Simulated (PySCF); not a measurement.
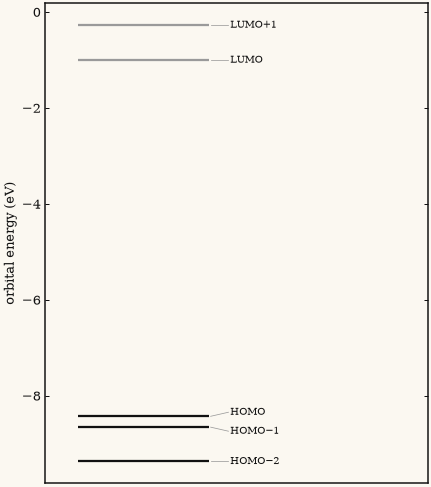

Kohn-Sham orbital energies near the frontier, PBE0/6-31G(d), PySCF, at a PBE0-D3(BJ)/def2-SVP geometry (no frequency check), isolated molecule; empty levels in grey, levels within 0.03 eV side by side.

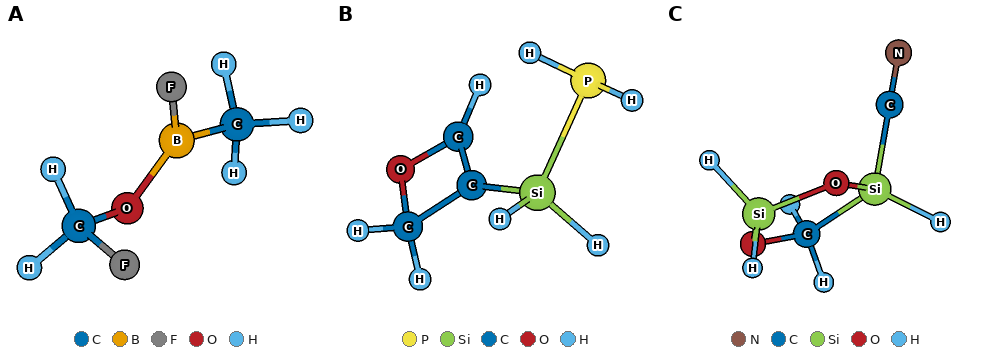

**Which molecule has this level scheme? Choose among the lettered structures.**

Structure C, C₂H₅NO₂Si₂, SMILES N#C[Si@@H]1CO[SiH2]O1. HOMO −8.43 eV, LUMO −1.00 eV, separation 7.42 eV.

Note: one conformer of a flexible molecule; empty levels above zero depend strongly on the basis.
